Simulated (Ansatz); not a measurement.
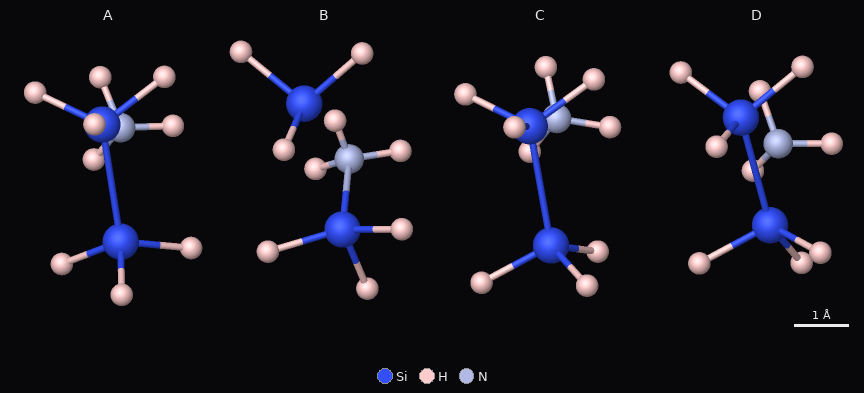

4 geometries from one relaxation of Si2NH9 (started from a transition state, displaced along its imaginary mode), in shuffled order. A ball-and-stick model, seen from a free direction.

These are results of RKS PBE0-D4/def2-TZVP (Ansatz), not measurements. Settings: force threshold 0.005 eV/Å; at most 200 steps.

**Put them in the order of the run, from the start to the converged end.**

B, D, C, A. They are steps 0, 5, 10, 18, at +2.392 eV, +0.764 eV, +0.042 eV relative to the last. Over 18 geometry steps the energy falls by 2.392 eV. Largest force component: 7.4 eV/Å at the start, 0.002 eV/Å at the end. The largest move after the best rigid fit is that of an H atom, 1.88 Å. Largest moves by element: H 1.88 Å, Si 0.71 Å, N 0.65 Å. Near-neighbour distances that change, for instance: N–Si 1.949 → 3.110 Å, Si–Si 2.824 → 2.337 Å, H–N 0.869 → 1.013 Å, H–Si 1.547 → 1.488 Å. New bonds form, among them: Si–Si (2.82 → 2.34 Å). Bonds break, among them: N–Si (1.95 → 3.11 Å). Among the angles between lasting bonds that change: H–Si–H 124.7° → 107.0°, H–Si–H 101.2° → 109.1°, H–Si–H 102.0° → 109.0°. The run took 36 s on 4 threads of Arm Neoverse V2, with other jobs on the host.
